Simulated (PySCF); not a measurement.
**Two runs on C2H4Cl2Ga2**

System: C2H4Cl2Ga2.
Method of run 1: GIAO PBE0/STO-3G NMR shielding, non-relativistic, gas phase (PySCF 2.14.0).

The geometry comes from this level: PBE0-D3(BJ)/def2-SVP. Text and figures count atoms from 1; the logs count them from 0 in places.

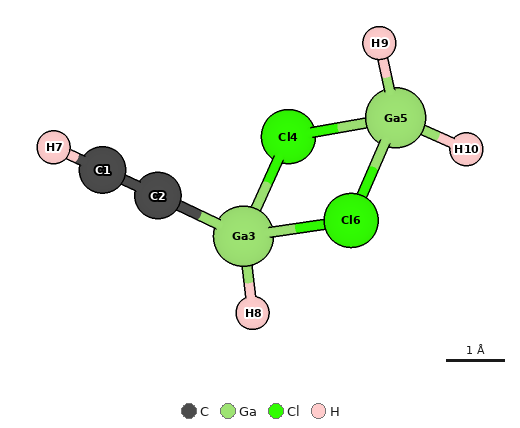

Fig. 1: The input geometry (ball-and-stick view, seen at a tilt; atoms are numbered from 1 in the order of the input). Sticks mark near contacts. Bond lengths as drawn: Cl–Ga 2.36 to 2.38 Å, C–C 1.22 Å, C–Ga 1.90 Å, C–H 1.08 Å and Ga–H 1.55 Å.

The input, run 1:
```
{"job": {"kind": "nmr", "xc": "PBE0", "basis": "STO-3G", "pop": true}, "charge": 0, "multiplicity": 1}
C      3.074869    -0.428526     0.170834
C      2.039985     0.189949    -0.004117
Ga     0.435647     1.174698    -0.293728
Cl    -0.766756     0.001258    -1.955357
Ga    -2.298523    -0.786538    -0.313028
Cl    -1.107277     0.448985     1.338067
H      3.988217    -0.976381     0.325127
H      0.219047     2.689152    -0.519054
H     -1.949254    -2.280303    -0.071784
H     -3.624095    -0.012396    -0.551975
```

The first line tells a small driver script what to run in PySCF; the rest is the geometry in Å.

Hardware: 1 CPU thread, shared host.

Output (run 1):
```
coarse grid: 47712 points
cycle   1  E = -4791.3451107215  dE = -4.206e+00  |g| = 9.276e-01  |ddm| = 4.079e+00
cycle   2  E = -4730.7474475351  dE =  6.060e+01  |g| = 1.340e+01  |ddm| = 1.383e+01
cycle   3  E = -4789.1491714464  dE = -5.840e+01  |g| = 3.303e+00  |ddm| = 1.221e+01
cycle   4  E = -4777.1222058646  dE =  1.203e+01  |g| = 7.731e+00  |ddm| = 5.221e+00
cycle   5  E = -4791.0520020983  dE = -1.393e+01  |g| = 1.597e+00  |ddm| = 5.442e+00
cycle   6  E = -4791.5956922326  dE = -5.437e-01  |g| = 8.250e-01  |ddm| = 1.380e+00
cycle   7  E = -4791.7582795033  dE = -1.626e-01  |g| = 2.923e-01  |ddm| = 8.552e-01
cycle   8  E = -4791.7801048737  dE = -2.183e-02  |g| = 1.047e-01  |ddm| = 3.099e-01
cycle   9  E = -4791.7839326311  dE = -3.828e-03  |g| = 1.956e-02  |ddm| = 1.703e-01
cycle  10  E = -4791.7840672762  dE = -1.346e-04  |g| = 6.203e-03  |ddm| = 4.498e-02
cycle  11  E = -4791.7840822168  dE = -1.494e-05  |g| = 7.661e-04  |ddm| = 1.055e-02
cycle  12  E = -4791.7840828742  dE = -6.574e-07  |g| = 3.806e-04  |ddm| = 4.192e-03
final grid: 93976 points
cycle  13  E = -4791.7839405913  dE =  6.122e-08  |g| = 8.036e-04  |ddm| = 2.919e-03
cycle  14  E = -4791.7839386238  dE =  1.968e-06  |g| = 2.455e-03  |ddm| = 5.920e-03
cycle  15  E = -4791.7839408851  dE = -2.261e-06  |g| = 1.011e-04  |ddm| = 4.264e-03
cycle  16  E = -4791.7839408902  dE = -5.052e-09  |g| = 1.018e-04  |ddm| = 4.145e-04
cycle  17  E = -4791.7839408988  dE = -8.633e-09  |g| = 1.883e-05  |ddm| = 5.776e-04
cycle  18  E = -4791.7839408993  dE = -4.475e-10  |g| = 6.468e-06  |ddm| = 1.568e-04
converged SCF energy = -4791.7839408993

GIAO shielding tensors (ppm)
atom      isotropic    diamagn.    paramagn.     s11        s22        s33       span
  0 C      129.665     264.839    -135.174     92.020     93.496    203.479    111.459
  1 C      167.687     263.708     -96.021    111.885    114.248    276.927    165.042
  2 Ga   -1720.896    2602.636   -4323.532  -3713.865  -1216.142   -232.680   3481.186
  3 Cl    1346.377    1129.525     216.851   1267.428   1367.894   1403.809    136.381
  4 Ga   -3594.179    2602.198   -6196.377  -7291.643  -2350.645  -1140.250   6151.393
  5 Cl    1346.591    1129.798     216.793   1267.358   1369.617   1402.799    135.440
  6 H       28.134      30.533      -2.399     24.509     25.736     34.158      9.649
  7 H       27.184      29.218      -2.033      8.709     31.125     41.719     33.011
  8 H       27.799      29.913      -2.114     -5.981     37.253     52.124     58.105
  9 H       27.859      29.022      -1.162     -5.044     37.161     51.461     56.505
```

The input of run 2 differs as follows (lines with − go, lines with + come):
```diff
-"basis": "STO-3G"
+"basis": "def2-TZVP"
```

What does this change do to the results?

The total energy of run 2 is 35233.9 kcal/mol lower, which measures the change of basis and not a stability. The HOMO goes from −2.75 to −8.24 eV. The LUMO goes from 1.19 to −1.15 eV. Of all shieldings, the largest change is that of Ga5, by +5116.0 ppm. The SCF takes 12 iterations against 18. The basis functions go from 68 to 256.

Output (run 2):
```
coarse grid: 47712 points
cycle   1  E = -4847.7968252617  dE = -5.483e-01  |g| = 1.110e+00  |ddm| = 3.144e+00
cycle   2  E = -4847.7021900628  dE =  9.464e-02  |g| = 1.500e+00  |ddm| = 1.622e+00
cycle   3  E = -4847.9325216185  dE = -2.303e-01  |g| = 3.985e-02  |ddm| = 9.633e-01
cycle   4  E = -4847.9327120153  dE = -1.904e-04  |g| = 2.807e-02  |ddm| = 6.655e-02
cycle   5  E = -4847.9328545575  dE = -1.425e-04  |g| = 1.346e-02  |ddm| = 2.572e-02
cycle   6  E = -4847.9328970155  dE = -4.246e-05  |g| = 4.140e-03  |ddm| = 9.084e-03
cycle   7  E = -4847.9329010613  dE = -4.046e-06  |g| = 5.742e-04  |ddm| = 3.398e-03
final grid: 93976 points
cycle   8  E = -4847.9327288433  dE = -5.857e-08  |g| = 7.626e-04  |ddm| = 2.894e-03
cycle   9  E = -4847.9327287441  dE =  9.914e-08  |g| = 1.129e-03  |ddm| = 1.381e-03
cycle  10  E = -4847.9327289084  dE = -1.643e-07  |g| = 2.111e-04  |ddm| = 7.660e-04
cycle  11  E = -4847.9327289192  dE = -1.078e-08  |g| = 3.166e-05  |ddm| = 1.237e-04
cycle  12  E = -4847.9327289194  dE = -2.092e-10  |g| = 5.621e-06  |ddm| = 2.527e-05
converged SCF energy = -4847.9327289194

GIAO shielding tensors (ppm)
atom      isotropic    diamagn.    paramagn.     s11        s22        s33       span
  0 C       85.826     271.538    -185.712      2.902      3.385    251.190    248.288
  1 C       93.303     251.822    -158.520     -5.191     -4.422    289.521    294.712
  2 Ga    1560.781    2640.706   -1079.925   1423.492   1434.122   1824.727    401.235
  3 Cl     916.367    1149.008    -232.642    750.956    966.151   1031.993    281.037
  4 Ga    1521.823    2638.191   -1116.367   1341.138   1404.129   1820.204    479.066
  5 Cl     916.856    1149.430    -232.574    751.315    967.390   1031.863    280.548
  6 H       29.284      30.912      -1.627     24.071     24.256     39.526     15.455
  7 H       26.078      26.924      -0.846     19.806     20.276     38.152     18.346
  8 H       25.801      27.781      -1.980     20.035     20.487     36.880     16.846
  9 H       25.847      26.795      -0.948     20.131     20.161     37.251     17.120
```

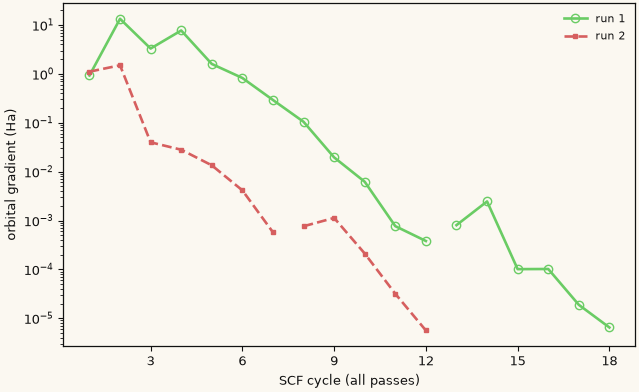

Fig. 2: Convergence of the two runs: orbital gradient against the SCF cycle. A break in a curve parts two SCF passes (coarse and final grid). Run 1 takes 18 cycles in all, and run 2 takes 12.

The two runs side by side:

```tsv
quantity	run 1	run 2
outcome	converged	converged
total energy (hartree)	−4791.783941	−4847.932729
HOMO (eV)	−2.75	−8.24
LUMO (eV)	1.19	−1.15
dipole moment (D)	0.39	0.39
shielding of C1 (ppm)	129.7	85.8
shielding of C2 (ppm)	167.7	93.3
shielding of Ga3 (ppm)	−1720.9	1560.8
shielding of Cl4 (ppm)	1346.4	916.4
shielding of Ga5 (ppm)	−3594.2	1521.8
shielding of Cl6 (ppm)	1346.6	916.9
shielding of H10 (ppm)	27.9	25.8
SCF iterations	18	12
basis functions	68	256
wall time (shared host)	14 s	78 s
```

For both runs: Spin–orbit coupling is left out, which matters for the heavy atoms.
